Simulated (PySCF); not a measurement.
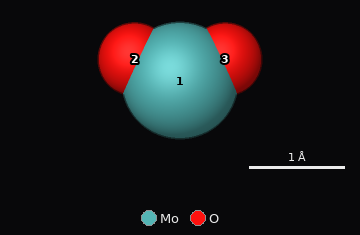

The input geometry (ball-and-stick view, seen on its broad side; atoms are numbered from 1 in the order of the input). Sticks mark near contacts. Bond lengths as drawn: Mo–O 0.53 Å and O–O 0.96 Å.

**Single-point calculation, with input and output: MoO2 (charge −1)**

The run: single-point calculation of MoO2, charge −1, multiplicity 4. Method and program: UHF/lanl2dz, mp2 (PySCF 2.14.0).

Some settings of this run were made unusual or wrong on purpose.

**Input file**
```python
from pyscf import gto, scf, mp

mol = gto.M(
    atom='Mo 0 0 -0.0549; O 0.4778 0 0.1685; O -0.4778 0 0.1685',
    basis='lanl2dz',
    ecp={'Mo': 'lanl2dz'},
    charge=-1,
    spin=3,
    verbose=4,
)
mf = scf.UHF(mol)
mf.kernel()
mp.MP2(mf, frozen=2).kernel()
mf.dip_moment()
print('orbital energies (hartree):', [e[max(0, n-3):n+3].round(4) for e, n in zip(mf.mo_energy, mol.nelec)])
```

Machine: 1 CPU thread, shared host.

Launch command:
```bash
OMP_NUM_THREADS=1 python input.py
```

**Output**
```
PySCF version 2.14.0

[INPUT] verbose = 4
[INPUT] num. atoms = 3
[INPUT] num. electrons = 31
[INPUT] charge = -1
[INPUT] spin (= nelec alpha-beta = 2S) = 3
[INPUT] symmetry False subgroup None
[INPUT] Mole.unit = angstrom
[INPUT] Symbol           X                Y                Z      unit          X                Y                Z       unit  Magmom
[INPUT]  1 Mo     0.000000000000   0.000000000000  -0.054900000000 AA    0.000000000000   0.000000000000  -0.103745964239 Bohr   0.0
[INPUT]  2 O      0.477800000000   0.000000000000   0.168500000000 AA    0.902911142317   0.000000000000   0.318418851989 Bohr   0.0
[INPUT]  3 O     -0.477800000000   0.000000000000   0.168500000000 AA   -0.902911142317   0.000000000000   0.318418851989 Bohr   0.0

nuclear repulsion = 260.175691615831
number of shells = 17
number of NR pGTOs = 93
number of NR cGTOs = 40
basis = lanl2dz
ecp = {'Mo': 'lanl2dz'}

******** <class 'pyscf.scf.uhf.UHF'> ********
method = UHF
initial guess = minao
damping factor = 0
level_shift factor = 0
DIIS = <class 'pyscf.scf.diis.CDIIS'>
diis_start_cycle = 1
diis_space = 8
diis_damp = 0
SCF conv_tol = 1e-09
SCF conv_tol_grad = None
SCF max_cycles = 50
direct_scf = True
direct_scf_tol = 1e-13
number electrons alpha = 17  beta = 14
Set gradient conv threshold to 3.16228e-05
init E= -192.296851749519
  alpha nocc = 17  HOMO = 0.111460882824552  LUMO = 0.199935035365748
  beta  nocc = 14  HOMO = 0.0483453083068703  LUMO = 0.0503523542398705

WARN: HOMO 0.111460882824552 >= LUMO 0.0503523542398705

cycle= 1 E= -166.671933632188  delta_E= 25.6  |g|= 1.32  |ddm|= 11.9
  alpha nocc = 17  HOMO = -0.325562071081956  LUMO = -0.24561371910125
  beta  nocc = 14  HOMO = -0.60232075042202  LUMO = -0.312075359682363
  HOMO = -0.325562071082  LUMO = -0.312075359682  gap/eV = 0.36699
cycle= 2 E= -167.423865524281  delta_E= -0.752  |g|= 0.756  |ddm|= 9.51
  alpha nocc = 17  HOMO = 0.0822086105032547  LUMO = 0.178248512251728
  beta  nocc = 14  HOMO = 0.0611631380402571  LUMO = 0.146939526779984
  HOMO = 0.0822086105033  LUMO = 0.14693952678  gap/eV = 1.76142
cycle= 3 E= -167.989816678633  delta_E= -0.566  |g|= 0.258  |ddm|= 6.67
  alpha nocc = 17  HOMO = 0.0131931469292326  LUMO = 0.18706210995092
  beta  nocc = 14  HOMO = -0.0703871446949726  LUMO = 0.159240200383119
  HOMO = 0.0131931469292  LUMO = 0.159240200383  gap/eV = 3.97414
cycle= 4 E= -168.048250403854  delta_E= -0.0584  |g|= 0.0765  |ddm|= 0.918
  alpha nocc = 17  HOMO = -0.0305251496219725  LUMO = 0.190546225382445
  beta  nocc = 14  HOMO = -0.13068812462534  LUMO = 0.167983510442073
  HOMO = -0.030525149622  LUMO = 0.167983510442  gap/eV = 5.40170
cycle= 5 E= -168.061536899828  delta_E= -0.0133  |g|= 0.0243  |ddm|= 0.563
  alpha nocc = 17  HOMO = -0.0338503625998001  LUMO = 0.202343163613458
  beta  nocc = 14  HOMO = -0.126159317766167  LUMO = 0.174463630538362
  HOMO = -0.0338503625998  LUMO = 0.174463630538  gap/eV = 5.66851
cycle= 6 E= -168.064877454651  delta_E= -0.00334  |g|= 0.014  |ddm|= 0.317
  alpha nocc = 17  HOMO = -0.0367916510895228  LUMO = 0.207694833882094
  beta  nocc = 14  HOMO = -0.134322029473985  LUMO = 0.17664520295487
  HOMO = -0.0367916510895  LUMO = 0.176645202955  gap/eV = 5.80791
cycle= 7 E= -168.066283030126  delta_E= -0.00141  |g|= 0.00745  |ddm|= 0.272
  alpha nocc = 17  HOMO = -0.0392865776541598  LUMO = 0.206671415360316
  beta  nocc = 14  HOMO = -0.144313868056766  LUMO = 0.176157966767526
  HOMO = -0.0392865776542  LUMO = 0.176157966768  gap/eV = 5.86254
cycle= 8 E= -168.066616721333  delta_E= -0.000334  |g|= 0.00434  |ddm|= 0.139
  alpha nocc = 17  HOMO = -0.0397560884415178  LUMO = 0.207349908038713
  beta  nocc = 14  HOMO = -0.148542040164546  LUMO = 0.176084040672774
  HOMO = -0.0397560884415  LUMO = 0.176084040673  gap/eV = 5.87331
cycle= 9 E= -168.06676091376  delta_E= -0.000144  |g|= 0.00259  |ddm|= 0.112
  alpha nocc = 17  HOMO = -0.0388238900491835  LUMO = 0.208213994877624
  beta  nocc = 14  HOMO = -0.150965724152194  LUMO = 0.176200072352989
  HOMO = -0.0388238900492  LUMO = 0.176200072353  gap/eV = 5.85110
cycle= 10 E= -168.0668089986  delta_E= -4.81e-05  |g|= 0.000802  |ddm|= 0.0825
  alpha nocc = 17  HOMO = -0.0387182566328761  LUMO = 0.208002448778033
  beta  nocc = 14  HOMO = -0.152245737110711  LUMO = 0.176090799835726
  HOMO = -0.0387182566329  LUMO = 0.176090799836  gap/eV = 5.84525
cycle= 11 E= -168.066814124792  delta_E= -5.13e-06  |g|= 0.000292  |ddm|= 0.0262
  alpha nocc = 17  HOMO = -0.0386473546522161  LUMO = 0.2079965361779
  beta  nocc = 14  HOMO = -0.152509820999857  LUMO = 0.176072990879306
  HOMO = -0.0386473546522  LUMO = 0.176072990879  gap/eV = 5.84284
cycle= 12 E= -168.066814557828  delta_E= -4.33e-07  |g|= 0.000123  |ddm|= 0.0073
  alpha nocc = 17  HOMO = -0.0386507300047967  LUMO = 0.208006940157317
  beta  nocc = 14  HOMO = -0.15250091400825  LUMO = 0.176074643533126
  HOMO = -0.0386507300048  LUMO = 0.176074643533  gap/eV = 5.84298
cycle= 13 E= -168.066814627124  delta_E= -6.93e-08  |g|= 2.46e-05  |ddm|= 0.00188
  alpha nocc = 17  HOMO = -0.0386469211955713  LUMO = 0.208016458259222
  beta  nocc = 14  HOMO = -0.1525023991395  LUMO = 0.176077806391712
  HOMO = -0.0386469211956  LUMO = 0.176077806392  gap/eV = 5.84296
cycle= 14 E= -168.066814629762  delta_E= -2.64e-09  |g|= 5.9e-06  |ddm|= 0.00039
  alpha nocc = 17  HOMO = -0.038646207932203  LUMO = 0.208017391456252
  beta  nocc = 14  HOMO = -0.152485519875274  LUMO = 0.176078735801903
  HOMO = -0.0386462079322  LUMO = 0.176078735802  gap/eV = 5.84296
cycle= 15 E= -168.066814629972  delta_E= -2.09e-10  |g|= 1.34e-06  |ddm|= 0.000162
  alpha nocc = 17  HOMO = -0.0386462822249634  LUMO = 0.208017239572345
  beta  nocc = 14  HOMO = -0.152486737425438  LUMO = 0.17607866728928
  HOMO = -0.038646282225  LUMO = 0.176078667289  gap/eV = 5.84296
```

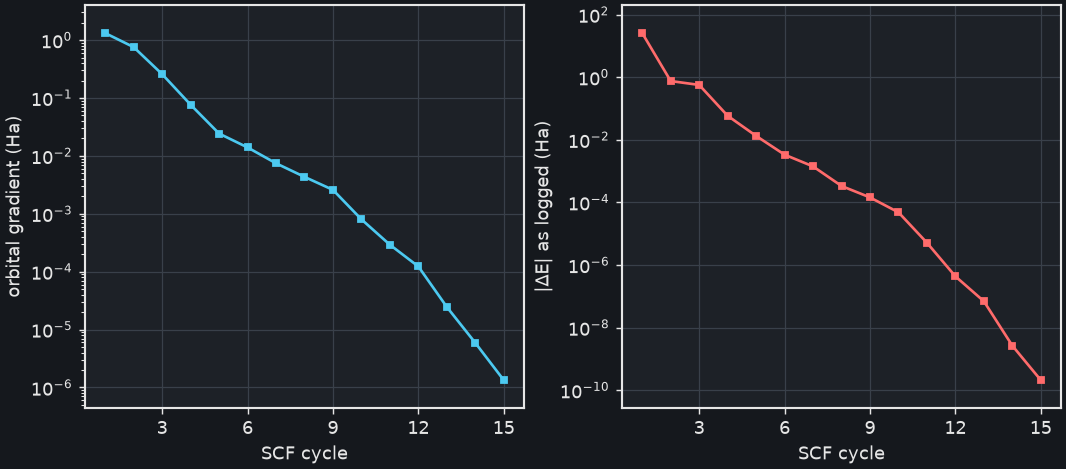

Convergence of the self-consistent field: orbital gradient and size of the energy change against the SCF cycle. The residual falls at every step.

```
Extra cycle  E= -168.066814629976  delta_E= -4.15e-12  |g|= 7.07e-07  |ddm|= 9.48e-06
converged SCF energy = -168.066814629976  <S^2> = 4.2305919  2S+1 = 4.2334817

******** <class 'pyscf.mp.ump2.UMP2'> ********
nocc = (np.int64(15), np.int64(12)), nmo = (38, 38)
frozen orbitals 2
E(UMP2) = -168.197713020489  E_corr = -0.130898390513568
E(SCS-UMP2) = -168.186891632284  E_corr = -0.120077002308117
E_corr(same-spin) = -0.0426935380478813
E_corr(oppo-spin) = -0.0882048524656864

WARN: System has nonzero charge -1; the dipole moment is origin-dependent.
Location of origin: [0. 0. 0.]

Dipole moment(X, Y, Z, Debye): -0.00000, -0.00000,  0.11491
orbital energies (hartree): [array([-0.0894, -0.0889, -0.0386,  0.2072,  0.211 ,  0.2133]), array([-1.0461, -0.7512, -0.1525,  0.1761,  0.1804,  0.1869])]
```

**Outcome**

| quantity | value |
| --- | --- |
| outcome | converged |
| SCF energy | −168.066815 hartree |
| ⟨S²⟩ | 4.231 |
| wall time | 1.5 s |

**What went wrong**

Some settings of this run were drawn to be unusual or wrong. It converged; results that depend on the unusual settings are not reference values. ⟨S²⟩ is 4.23 against 3.75 for a pure state: the solution is spin-contaminated.
